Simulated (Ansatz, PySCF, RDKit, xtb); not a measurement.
**Isomers of C4H5B, a sample narrowed down, part 1 of 2**

Which of a sample of isomers of C4H5B is the most stable in the gas at 298.15 K, and what are its properties? The sample is small against all isomers, and the most stable one of this formula need not be in it.

Plan: many cheap relaxations first (GFN2-xTB), then density-functional screening, relaxation at B3LYP-D3(BJ)/def2-SVP, vibrations and a final energy. The numbers are computed, not measured.

### Step 1. Drawing up candidates

Isomers were taken from a list of plausible structures; this is a sample, not all of them. That gives 3 candidates.

```csv
label,SMILES,spin
c065,B/C=C\C#C,singlet
c114,BC(=C)C#C,singlet
c995,B/C=C/C#C,singlet
```

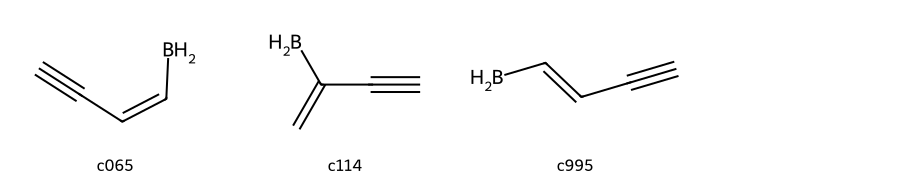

Structural formulas of the candidates.

Candidates are built by distance geometry, with a force field where one applies, in up to four conformers (letters a to d).

### Step 2. Search with GFN2-xTB

All 3 starts are relaxed the same way. One of them, c065a (taken from a list of positional isomers, embedded by distance geometry and UFF), in full:

Contents of start.xyz:

```xyz
10
c065a
C     -0.135546    -2.185066     1.003160
C      0.515136    -2.813995     1.988751
C      1.908561    -2.950320     2.122416
C      3.120797    -3.064184     2.223460
B      0.634462    -1.495512    -0.167969
H      0.018242    -0.959635    -1.025565
H      1.841465    -1.526074    -0.265393
H     -1.225133    -2.125223     0.967694
H     -0.126491    -3.292475     2.794458
H      4.184428    -3.131360     2.341956
```

Run with:

```sh
$ xtb start.xyz --gfn 2 --opt
```

The program printed, shortened:

```text
* xtb version 6.7.1
[...]
          :  # basis functions                  25          :
[...]
          :  # electrons                        24          :
[...]
          :  Hamiltonian                  GFN2-xTB          :
[...]
          :  net charge                          0          :
          :  unpaired electrons                  0          :
[...]
   *** convergence criteria satisfied after 13 iterations ***
[...]
   *** GEOMETRY OPTIMIZATION CONVERGED AFTER 11 ITERATIONS ***
[...]
   *** convergence criteria satisfied after 3 iterations ***
[...]
         ::                     SUMMARY                     ::
         :::::::::::::::::::::::::::::::::::::::::::::::::::::
         :: total energy             -12.226174105687 Eh    ::
         :: gradient norm              0.000560948914 Eh/a0 ::
         :: HOMO-LUMO gap              3.037822642265 eV    ::
         ::.................................................::
         :: SCC energy               -12.506552271002 Eh    ::
         :: -> isotropic ES            0.019855478933 Eh    ::
         :: -> anisotropic ES          0.003218665774 Eh    ::
         :: -> anisotropic XC          0.013357321555 Eh    ::
         :: -> dispersion             -0.005236804879 Eh    ::
         :: repulsion energy           0.280378165314 Eh    ::
         :: add. restraining           0.000000000000 Eh    ::
         :: total charge              -0.000000000000 e     ::
         :::::::::::::::::::::::::::::::::::::::::::::::::::::
[...]
        12        2.0000           -0.3998552             -10.8806 (HOMO)
        13                         -0.2882173              -7.8428 (LUMO)
[...]
     #   Z          covCN         q      C6AA      α(0)
     1   6 C        2.818    -0.103    30.593     9.063
     2   6 C        2.888     0.012    27.744     8.636
     3   6 C        1.970    -0.009    31.312     9.037
     4   6 C        1.909    -0.091    33.603     9.362
     5   5 B        2.783     0.229    17.888     7.071
     6   1 H        0.939    -0.099     5.509     3.670
     7   1 H        0.939    -0.094     5.365     3.621
     8   1 H        0.925     0.027     2.629     2.535
     9   1 H        0.925     0.046     2.373     2.409
    10   1 H        0.928     0.083     1.948     2.183
[...]
     #   Z sym  total        # sym  WBO       # sym  WBO       # sym  WBO
 ---------------------------------------------------------------------------
     1   6 C    3.961 --     2 C    1.753     5 B    1.095     8 H    0.971
                             4 C    0.134
     2   6 C    3.988 --     1 C    1.753     3 C    1.156     9 H    0.947
     3   6 C    3.980 --     4 C    2.788     2 C    1.156
     4   6 C    3.971 --     3 C    2.788    10 H    0.971     1 C    0.134
     5   5 B    3.208 --     1 C    1.095     6 H    0.981     7 H    0.980
     6   1 H    0.990 --     5 B    0.981
     7   1 H    0.991 --     5 B    0.980
     8   1 H    0.999 --     1 C    0.971
     9   1 H    0.998 --     2 C    0.947
    10   1 H    0.992 --     4 C    0.971
 ---------------------------------------------------------------------------
[...]
molecular dipole:
                 x           y           z       tot (Debye)
 q only:        0.002      -0.151       0.250
   full:       -0.045      -0.236       0.394       1.174
molecular quadrupole (traceless):
[...]
          | TOTAL ENERGY              -12.226174105687 Eh   |
          | GRADIENT NORM               0.000560948914 Eh/α |
          | HOMO-LUMO GAP               3.037822642265 eV   |
           -------------------------------------------------
[...]
```

It took 0.058 s on 2 threads of Intel Xeon 6975P-C (Granite Rapids), shared host.

### Step 3. The minima found

3 of the 3 relaxations converged. 3 distinct structures remain:

```csv
label,start,SMILES after,spin,energy (kcal/mol)
c995a,drawn,B/C=C/C#C,singlet,0.0
c065a,drawn,B/C=C\C#C,singlet,1.1
c114a,drawn,BC(=C)C#C,singlet,2.5
```

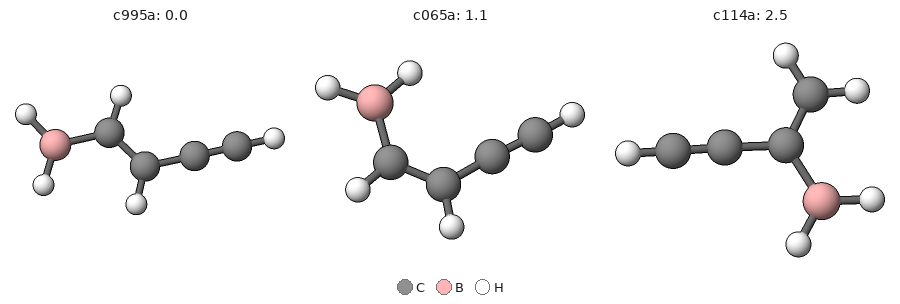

The 3 lowest minima that did not fall apart, with their GFN2-xTB energies in kcal/mol.

### Step 4. Screening with a density functional

A choice of the minima (the low ones first, few conformers of a pattern, up to a cap) and the lowest that fell apart get a single point at r2SCAN-D4/def2-SVP on the tight-binding geometry, and one at HF/STO-3G for comparison. The lowest singlets are also tried as triplets at the same geometry (label ending in t). The first, c995a:

Contents of input.yaml:

```yaml
crystal:
  periodic: [false, false, false]
  atoms:
    - {symbol: C, position_ang: [0.700359, -2.118619, 0.508222]}
    - {symbol: C, position_ang: [1.319945, -2.250428, 1.698658]}
    - {symbol: C, position_ang: [1.585181, -3.485855, 2.311690]}
    - {symbol: C, position_ang: [1.815825, -4.552331, 2.818670]}
    - {symbol: B, position_ang: [0.422990, -0.759239, -0.148218]}
    - {symbol: H, position_ang: [0.758798, 0.225531, 0.388387]}
    - {symbol: H, position_ang: [-0.121241, -0.704480, -1.182347]}
    - {symbol: H, position_ang: [0.400849, -3.041146, 0.020189]}
    - {symbol: H, position_ang: [1.651466, -1.376692, 2.247911]}
    - {symbol: H, position_ang: [2.011918, -5.477369, 3.273824]}
basis:
  gaussian: {orbitals: def2-SVP}
hamiltonian: {xc: r2scan, dispersion: d4}
scf: {lower_state_search: off}
output: {orbitals: {seedname: orbitals}}
```

Run with:

```sh
$ ansatz run input.yaml --threads 2 --pin off --max-ram 5220MiB --events-out events.jsonl --progress --plain --runs-dir runs
```

The program printed, shortened:

```text
Warning: RAYON_NUM_THREADS=2 ignored (pool sized by the plan → 2); use --threads N
Functional definition: r2SCAN
  name "r2SCAN"
[...]
1076 factors; their error is unknown
[...]
mean field -4895.64891020 eV, -179.9117790597 hartree, gradient 6.0e-6 eV, S^2 0.000000; 0 other end points of the search recorded, 0 dependent functions left out
reference -4895.64892023 eV, -179.9117794283 hartree; 17, 17 occupied and 78, 78 virtual orbitals, 1076 factors
Total energy: -4895.69306202 eV, -179.9134016094 hartree
Checks for a lower state left out: stability, starts, cluster_reference, orbital_swaps, neighbouring_geometries, increment
```

Run time: 0.93 s. Hardware: 2 threads of Intel Xeon 6975P-C (Granite Rapids), shared host.

Relative energies in kcal/mol, each column from its lowest structure that stays in one piece:

```csv
label,SMILES,spin,GFN2-xTB,HF/STO-3G,r2SCAN-D4/def2-SVP
c995a,B/C=C/C#C,singlet,0.0,0.0,0.0
c065a,B/C=C\C#C,singlet,1.1,1.2,1.8
c114a,BC(=C)C#C,singlet,2.5,1.0,3.3
c995at,B/C=C/C#C,triplet,–,–,60.7
c114at,BC(=C)C#C,triplet,–,–,64.0
```

### Step 5. Relaxing the best candidates

3 candidates are relaxed at B3LYP-D3(BJ)/def2-SVP (chosen among the lowest in one piece). The first, c995a:

Changes to input.yaml since step 4:

```diff
@@ -1 +1,4 @@
+basis:
+  gaussian:
+    orbitals: def2-SVP
 crystal:
@@ -13,6 +16,8 @@
     - {symbol: H, position_ang: [2.011918, -5.477369, 3.273824]}
-basis:
-  gaussian: {orbitals: def2-SVP}
-hamiltonian: {xc: r2scan, dispersion: d4}
-scf: {lower_state_search: off}
-output: {orbitals: {seedname: orbitals}}
+hamiltonian:
+  xc: {name: B3LYP}
+  dispersion: d3bj
+scf:
+  lower_state_search: off
+relax:
+  f_tol: 0.003
```

Run with:

```sh
$ ansatz run input.yaml --threads 2 --pin off --max-ram 5220MiB --events-out events.jsonl --progress --plain --runs-dir runs
```

The program printed, shortened:

```text
Warning: RAYON_NUM_THREADS=2 ignored (pool sized by the plan → 2); use --threads N
[...]
Functional definition: B3LYP
  name "B3LYP"
[...]
1103 factors; integrals over basis functions are off by at most 3.0e-4 eV
[...]
mean field -4899.24689271 eV, -180.0440024783 hartree, gradient 7.2e-6 eV, S^2 0.000000; 0 other end points of the search recorded, 0 dependent functions left out
[...]
reference -4899.24713959 eV, -180.0440115511 hartree; 17, 17 occupied and 78, 78 virtual orbitals, 1103 factors
relax step   1: F+E_penalty+E_count = -4899.56924639 eV  Δ(F+E_penalty+E_count) = +0.000e0 eV  max|allowed force component| = 9.256e-1 eV/Å  Δτ_max = 0.0000 Å  (14 SCF iters, accepted)
[...]
relax step   3: F+E_penalty+E_count = -4899.64838465 eV  Δ(F+E_penalty+E_count) = -6.241e-3 eV  max|allowed force component| = 1.008e-1 eV/Å  Δτ_max = 0.0286 Å  (22 SCF iters, accepted)
[...]
Atom 1 at     1.305018    -2.278443     1.661519 Å, force     0.000102     0.000101    -0.000052 eV/Å
Atom 2 at     1.587183    -3.512228     2.305367 Å, force    -0.000084     0.001368    -0.000061 eV/Å
Atom 3 at     1.838319    -4.557196     2.873679 Å, force     0.000380    -0.002009     0.000655 eV/Å
Atom 4 at     0.424403    -0.748672    -0.142592 Å, force    -0.000167    -0.000102    -0.000059 eV/Å
Atom 5 at     0.791342     0.229381     0.465917 Å, force     0.000034     0.000016    -0.000004 eV/Å
Atom 6 at    -0.130063    -0.612615    -1.205353 Å, force     0.000105     0.000144     0.000173 eV/Å
Atom 7 at     0.366272    -3.060879    -0.047388 Å, force    -0.000018     0.000021    -0.000021 eV/Å
Atom 8 at     1.628974    -1.375287     2.195065 Å, force    -0.000139    -0.000218    -0.000165 eV/Å
Atom 9 at     2.057129    -5.484171     3.370195 Å, force    -0.000203     0.000803    -0.000296 eV/Å
Dipole moment:     0.103596    -0.267953     0.219990 e Å
Checks for a lower state left out: stability, starts, cluster_reference, orbital_swaps, neighbouring_geometries, increment
```

Run time: 12 s. Hardware: 2 threads of Intel Xeon 6975P-C (Granite Rapids), shared host.

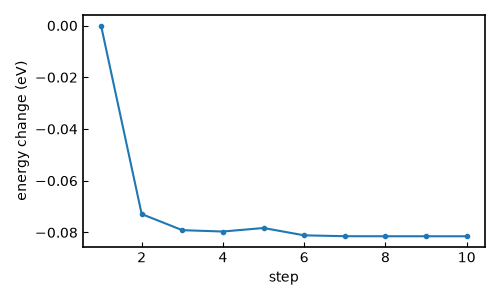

Energy along the run, all evaluated steps.

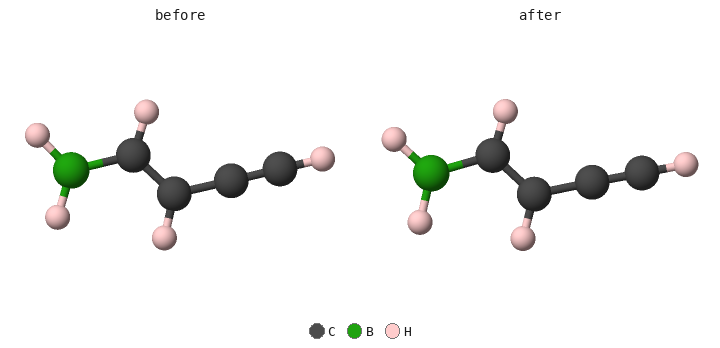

Before and after, at one scale.

After the run. Bond lengths: C1–C2 1.362 Å, C2–C3 1.420 Å, C3–C4 1.216 Å, C1–B5 1.538 Å, B5–H6 1.209 Å, B5–H7 1.206 Å, C1–H8 1.096 Å, C2–H9 1.098 Å, C4–H10 1.074 Å. Some angles: C1–C2–C3 125.4°, C2–C1–B5 120.9°, C2–C3–C4 178.9°, C1–C2–H9 118.8°, C3–C2–H9 115.8°, C2–C1–H8 117.0°, B5–C1–H8 122.1°, C3–C4–H10 179.6°, C1–B5–H6 119.0°, C1–B5–H7 121.5°.

### Step 6. Ranking at B3LYP-D3(BJ)/def2-SVP

```csv
label,spin,r2SCAN-D4/def2-SVP (kcal/mol),"B3LYP-D3(BJ)/def2-SVP, relaxed (kcal/mol)",time
c995a,singlet,0.0,0.0,12 s
c065a,singlet,1.8,1.8,11 s
c114a,singlet,3.3,2.6,9.3 s
```

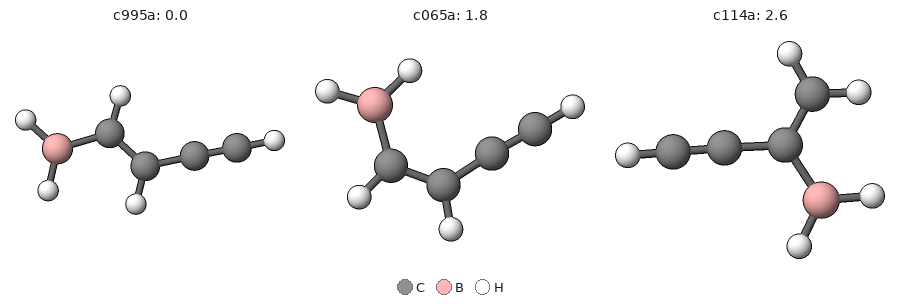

The relaxed structures, with energies at B3LYP-D3(BJ)/def2-SVP in kcal/mol.

### Step 7. Vibrations and thermal terms

The lowest few in one piece go on as finalists. Harmonic vibrations at B3LYP-D3(BJ)/def2-SVP test each finalist and give the zero-point energy and the thermal terms. The first, c995a:

Contents of input.yaml:

```yaml
crystal:
  periodic: [false, false, false]
  atoms:
    - {symbol: C, position_ang: [0.677512, -2.140518, 0.460576]}
    - {symbol: C, position_ang: [1.305018, -2.278443, 1.661519]}
    - {symbol: C, position_ang: [1.587183, -3.512228, 2.305367]}
    - {symbol: C, position_ang: [1.838319, -4.557196, 2.873679]}
    - {symbol: B, position_ang: [0.424403, -0.748672, -0.142592]}
    - {symbol: H, position_ang: [0.791342, 0.229381, 0.465917]}
    - {symbol: H, position_ang: [-0.130063, -0.612615, -1.205353]}
    - {symbol: H, position_ang: [0.366272, -3.060879, -0.047388]}
    - {symbol: H, position_ang: [1.628974, -1.375287, 2.195065]}
    - {symbol: H, position_ang: [2.057129, -5.484171, 3.370195]}
basis:
  gaussian: {orbitals: def2-SVP}
hamiltonian: {xc: {name: B3LYP}, dispersion: d3bj}
scf: {lower_state_search: off}
phonons: {}
```

Run with:

```sh
$ ansatz run input.yaml --threads 2 --pin off --max-ram 5220MiB --events-out events.jsonl --progress --plain --runs-dir runs
```

The program printed, shortened:

```text
Warning: RAYON_NUM_THREADS=2 ignored (pool sized by the plan → 2); use --threads N
[... 2 set-up lines as earlier in the session ...]
[...]
1102 factors; integrals over basis functions are off by at most 3.0e-4 eV
[...]
mean field -4899.33110817 eV, -180.0470973395 hartree, gradient 5.4e-6 eV, S^2 0.000000; 0 other end points of the search recorded, 0 dependent functions left out
[...]
reference -4899.33136122 eV, -180.0471066387 hartree; 17, 17 occupied and 78, 78 virtual orbitals, 1102 factors
[...]
1102 factors; integrals over basis functions are off by at most 3.0e-4 eV
mean field -4899.33102252 eV, -180.0470941918 hartree, gradient 2.3e-6 eV, S^2 0.000000; 0 other end points of the search recorded, 0 dependent functions left out
[...]
reference -4899.33127554 eV, -180.0471034901 hartree; 17, 17 occupied and 78, 78 virtual orbitals, 1102 factors
[...]
1102 factors; integrals over basis functions are off by at most 3.0e-4 eV
[...]
Atom 3 at     1.838319    -4.557196     2.873679 Å, force     0.000383    -0.002039     0.000665 eV/Å
Atom 4 at     0.424403    -0.748672    -0.142592 Å, force    -0.000165    -0.000122    -0.000052 eV/Å
Atom 5 at     0.791342     0.229381     0.465917 Å, force     0.000030     0.000030    -0.000012 eV/Å
Atom 6 at    -0.130063    -0.612615    -1.205353 Å, force     0.000104     0.000147     0.000171 eV/Å
Atom 7 at     0.366272    -3.060879    -0.047388 Å, force    -0.000025     0.000008    -0.000031 eV/Å
Atom 8 at     1.628974    -1.375287     2.195065 Å, force    -0.000147    -0.000216    -0.000178 eV/Å
Atom 9 at     2.057129    -5.484171     3.370195 Å, force    -0.000207     0.000813    -0.000304 eV/Å
Dipole moment:     0.103596    -0.267952     0.219990 e Å
Vibrations: 134.79 167.55 276.86 347.71 455.73 546.99 685.61 712.44 814.38 866.41 1010.28 1024.62 1042.33 1052.50 1225.54 1282.81 1305.42 1630.64 2199.44 2562.16 2650.45 3137.82 3151.12 3467.11 cm⁻¹, zero-point energy 1.968293 eV
Checks for a lower state left out: stability, starts, cluster_reference, orbital_swaps, neighbouring_geometries, increment
```

Wall time 66 s (2 threads of Intel Xeon 6975P-C (Granite Rapids), shared host).

### Step 8. Thermal terms of the finalists

At 298.15 K and 1 atm, ideal gas, rigid rotor and harmonic oscillator:

```csv
label,SMILES,spin,point group,lowest mode (cm⁻¹),zero-point (kcal/mol),G − E (kcal/mol)
c995a,B/C=C/C#C,singlet,Cs,135,45.4,27.6
c065a,B/C=C\C#C,singlet,Cs,168,45.4,27.6
c114a,BC(=C)C#C,singlet,Cs,183,45.3,27.5
```

### Step 9. Energies at the top level

Single points at CCSD(T)/def2-SVP + MP2/def2-TZVPP - MP2/def2-SVP on the refined geometries decide the order.

c995a, CCSD(T)/def2-SVP:

Contents of input.yaml:

```yaml
crystal:
  periodic: [false, false, false]
  atoms:
    - symbol: C
      position_ang: [0.677512, -2.140518, 0.460576]
    - symbol: C
      position_ang: [1.305018, -2.278443, 1.661519]
    - symbol: C
      position_ang: [1.587183, -3.512228, 2.305367]
    - symbol: C
      position_ang: [1.838319, -4.557196, 2.873679]
    - symbol: B
      position_ang: [0.424403, -0.748672, -0.142592]
    - symbol: H
      position_ang: [0.791342, 0.229381, 0.465917]
    - symbol: H
      position_ang: [-0.130063, -0.612615, -1.205353]
    - symbol: H
      position_ang: [0.366272, -3.060879, -0.047388]
    - symbol: H
      position_ang: [1.628974, -1.375287, 2.195065]
    - symbol: H
      position_ang: [2.057129, -5.484171, 3.370195]
basis:
  gaussian: {orbitals: def2-SVP}
correlation: {method: ccsd_t, frozen_orbitals: {C: 1, B: 1, H: 0}}
```

Run with:

```sh
$ ansatz run input.yaml --threads 2 --pin off --max-ram 5220MiB --events-out events.jsonl --progress --plain --runs-dir runs
```

The program printed, shortened:

```text
Warning: RAYON_NUM_THREADS=2 ignored (pool sized by the plan → 2); use --threads N
Functional definition: HF
  name "HF"
[...]
987 factors; integrals over basis functions are off by at most 1.2e-3 eV
[...]
mean field -4866.27220577 eV, -178.8322050842 hartree, gradient 8.2e-6 eV, S^2 0.000000; 0 other end points of the search recorded, 0 dependent functions left out; unrestricted orbitals would lower it
5 core orbitals not correlated: weight in the atoms' cores, before any rotation towards them, 1.000 or more for the frozen orbitals, at most 0.000 for the correlated occupied ones
reference -4866.27220577 eV, -178.8322050842 hartree; 12, 12 occupied and 78, 78 virtual orbitals, 987 factors
second order -16.13422817 eV of doubles, -0.00000000 eV of singles
cycle   1  -16.62415777 eV  change   -4.9e-1 eV  update   1.1e-1
[...]
cycle  10  -17.30908512 eV  change    2.8e-5 eV  update   1.5e-5
perturbative correction -0.73339040 eV, -0.0269516000 hartree
Total energy: -4884.31468128 eV, -179.4952538297 hartree
```

Run time: 3.9 s. Hardware: 2 threads of Intel Xeon 6975P-C (Granite Rapids), shared host.

### Step 10. c995a at MP2/def2-TZVPP

Contents of input.yaml:

```yaml
basis:
  gaussian: {orbitals: def2-TZVPP}
crystal:
  periodic: [false, false, false]
  atoms:
    - {symbol: C, position_ang: [0.677512, -2.140518, 0.460576]}
    - {symbol: C, position_ang: [1.305018, -2.278443, 1.661519]}
    - {symbol: C, position_ang: [1.587183, -3.512228, 2.305367]}
    - {symbol: C, position_ang: [1.838319, -4.557196, 2.873679]}
    - {symbol: B, position_ang: [0.424403, -0.748672, -0.142592]}
    - {symbol: H, position_ang: [0.791342, 0.229381, 0.465917]}
    - {symbol: H, position_ang: [-0.130063, -0.612615, -1.205353]}
    - {symbol: H, position_ang: [0.366272, -3.060879, -0.047388]}
    - {symbol: H, position_ang: [1.628974, -1.375287, 2.195065]}
    - {symbol: H, position_ang: [2.057129, -5.484171, 3.370195]}
correlation: {method: mp2, frozen_orbitals: {C: 1, B: 1, H: 0}}
```

Run with:

```sh
$ ansatz run input.yaml --threads 2 --pin off --max-ram 5220MiB --events-out events.jsonl --progress --plain --runs-dir runs
```

The program printed:

```text
Warning: RAYON_NUM_THREADS=2 ignored (pool sized by the plan → 2); use --threads N
[... 2 set-up lines as earlier in the session ...]
  exchange = exact_x
  correlation = 0
1344 factors; integrals over basis functions are off by at most 9.5e-4 eV
mean field evaluation 1: about -4868.4241 eV, gradient 3.1e1 eV
mean field evaluation 2: about -4868.7108 eV, gradient 3.1e1 eV
mean field evaluation 4: about -4871.6162 eV, gradient 3.9e0 eV
mean field evaluation 8: about -4871.6676 eV, gradient 3.0e-1 eV
mean field -4871.66814579 eV, -179.0305022224 hartree, gradient 5.6e-6 eV, S^2 0.000000; 0 other end points of the search recorded, 0 dependent functions left out; unrestricted orbitals would lower it
mean field evaluation 16: about -4871.6867 eV, gradient 2.2e0 eV
5 core orbitals not correlated: weight in the atoms' cores, before any rotation towards them, 1.000 or more for the frozen orbitals, at most 0.000 for the correlated occupied ones
reference -4871.66814579 eV, -179.0305022224 hartree; 12, 12 occupied and 208, 208 virtual orbitals, 1344 factors
second order -19.48972170 eV of doubles, -0.00000000 eV of singles
Total energy: -4891.15786748 eV, -179.7467362841 hartree
```

Wall time 3 s (2 threads of Intel Xeon 6975P-C (Granite Rapids), shared host).

### Step 11. c065a at CCSD(T)/def2-SVP

Contents of input.yaml:

```yaml
crystal:
  periodic: [false, false, false]
  atoms:
    - {symbol: C, position_ang: [-0.114704, -2.165655, 0.957522]}
    - {symbol: C, position_ang: [0.537459, -2.803651, 1.970382]}
    - {symbol: C, position_ang: [1.944495, -2.942633, 2.116164]}
    - {symbol: C, position_ang: [3.135013, -3.098922, 2.303358]}
    - {symbol: B, position_ang: [0.582198, -1.470734, -0.228958]}
    - {symbol: H, position_ang: [-0.070812, -0.926665, -1.086075]}
    - {symbol: H, position_ang: [1.784736, -1.466348, -0.308208]}
    - {symbol: H, position_ang: [-1.208344, -2.171927, 1.032692]}
    - {symbol: H, position_ang: [-0.045400, -3.271664, 2.776281]}
    - {symbol: H, position_ang: [4.191282, -3.225645, 2.449809]}
basis:
  gaussian: {orbitals: def2-SVP}
magnetization: {spin_polarized: false}
correlation: {method: ccsd_t, frozen_orbitals: {C: 1, B: 1, H: 0}}
```

Run with:

```sh
$ ansatz run input.yaml --threads 2 --pin off --max-ram 5220MiB --events-out events.jsonl --progress --plain --runs-dir runs
```

The program printed, shortened:

```text
Warning: RAYON_NUM_THREADS=2 ignored (pool sized by the plan → 2); use --threads N
[... 2 set-up lines as earlier in the session ...]
[...]
987 factors; integrals over basis functions are off by at most 1.2e-3 eV
[...]
mean field -4866.18198670 eV, -178.8288895947 hartree, gradient 8.5e-6 eV, S^2 0.000000; 0 other end points of the search recorded, 0 dependent functions left out; unrestricted orbitals would lower it
5 core orbitals not correlated: weight in the atoms' cores, before any rotation towards them, 1.000 or more for the frozen orbitals, at most 0.000 for the correlated occupied ones
reference -4866.18198670 eV, -178.8288895947 hartree; 12, 12 occupied and 78, 78 virtual orbitals, 987 factors
second order -16.13827573 eV of doubles, -0.00000000 eV of singles
cycle   1  -16.63247046 eV  change   -4.9e-1 eV  update   1.1e-1
[...]
cycle  10  -17.31894160 eV  change    2.4e-5 eV  update   1.5e-5
perturbative correction -0.73294304 eV, -0.0269351601 hartree
Total energy: -4884.23387135 eV, -179.4922841193 hartree
```

Wall time 3.9 s (2 threads of Intel Xeon 6975P-C (Granite Rapids), shared host).

For c995a, c065a, c114a the log finds that unrestricted Hartree-Fock orbitals lie lower, a sign to watch the closed-shell reference there.

(Continued in part 2 of 2.)
